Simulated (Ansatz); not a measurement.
## Single-point calculation of C3H7FSi

C3H7FSi, computed with RKS PBE0-D4/def2-TZVPP (Ansatz 0.2.0).

The geometry comes from this level: PBE0-D4/def2-TZVP.

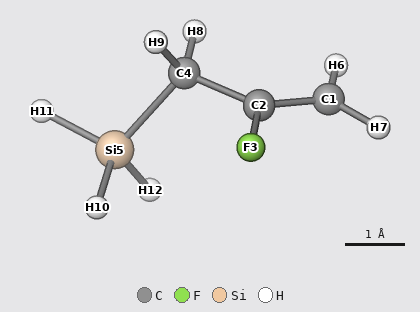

*The structure as given in the input (ball-and-stick view, seen at a tilt; atoms are numbered from 1 in the order of the input).*

Key numbers:

```tsv
quantity	value
outcome	converged
total energy	−13811.9179 eV
mean-field energy	−13811.7181 eV
dispersion energy	−0.1998 eV
SCF solution under orbital rotations	stable
HOMO	−7.22 eV
LUMO	0.22 eV
hardware	4 threads of Arm Neoverse V1, 23 GiB of memory available, shared host
wall time	3 s (CPU time 11 s)
peak memory	0.63 GiB
```

The input:
```yaml
crystal:
  periodic: [false, false, false]
  atoms:
    - {symbol: C, position_ang: [-0.002703, 1.826939, 1.026774]}
    - {symbol: C, position_ang: [0.361973, 0.568116, 0.851935]}
    - {symbol: F, position_ang: [1.633286, 0.208432, 1.121036]}
    - {symbol: C, position_ang: [-0.440283, -0.570407, 0.352412]}
    - {symbol: Si, position_ang: [0.076900, -1.151177, -1.373601]}
    - {symbol: H, position_ang: [-1.019350, 2.128708, 0.820362]}
    - {symbol: H, position_ang: [0.705769, 2.565830, 1.375286]}
    - {symbol: H, position_ang: [-1.494621, -0.288334, 0.315809]}
    - {symbol: H, position_ang: [-0.345329, -1.417300, 1.040666]}
    - {symbol: H, position_ang: [1.497539, -1.579024, -1.386268]}
    - {symbol: H, position_ang: [-0.780674, -2.301768, -1.763813]}
    - {symbol: H, position_ang: [-0.115606, -0.045214, -2.346498]}
basis:
  gaussian: {orbitals: def2-TZVPP}
hamiltonian: {xc: pbe0, dispersion: d4}
output: {orbitals: {seedname: orbitals}}
```

Launch command:
```bash
ansatz run in.yaml --threads 4 --pin off --events-out ev --progress --plain --max-ram 10444MiB
```

Log:
```
Functional definition: PBE0
  name "PBE0"
  cite "Adamo & Barone, J. Chem. Phys. 110, 6158 (1999) doi:10.1063/1.478522"
  cite "Perdew, Burke & Ernzerhof, Phys. Rev. Lett. 77, 3865 (1996) doi:10.1103/PhysRevLett.77.3865"
  parent pbe
  parameter a = 0.25
  parameter kappa = 0.804
  parameter beta = 0.06672455060314922
  exchange = (1 - a)*pbe_x(kappa = kappa, mu = beta*pi^2/3) + a*exact_x
  correlation = pbe_c(beta = beta)
1400 factors; their error is unknown
mean field evaluation 1: about -13804.6406 eV, gradient 5.6e1 eV
mean field evaluation 2: about -13803.3700 eV, gradient 5.7e1 eV
mean field evaluation 4: about -13811.6709 eV, gradient 4.2e0 eV
mean field evaluation 8: about -13811.6942 eV, gradient 6.9e-2 eV
mean field evaluation 16: about -13811.7181 eV, gradient 3.4e-5 eV
mean field -13811.71805222 eV, -507.5712765003 hartree, gradient 3.4e-5 eV, S^2 0.000000; 0 other end points of the search recorded, 0 dependent functions left out
reference -13811.71808532 eV, -507.5712777168 hartree; 24, 24 occupied and 240, 240 virtual orbitals, 1400 factors
Total energy: -13811.91785562 eV, -507.5786191400 hartree
```

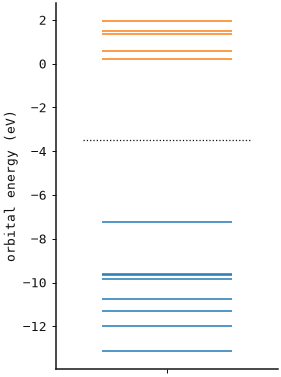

*Orbital energies near the frontier; the dotted line parts filled from empty levels, and levels within 0.02 eV of each other stand side by side.*

Highest filled −7.22 eV, lowest empty 0.22 eV, 7.44 eV apart.
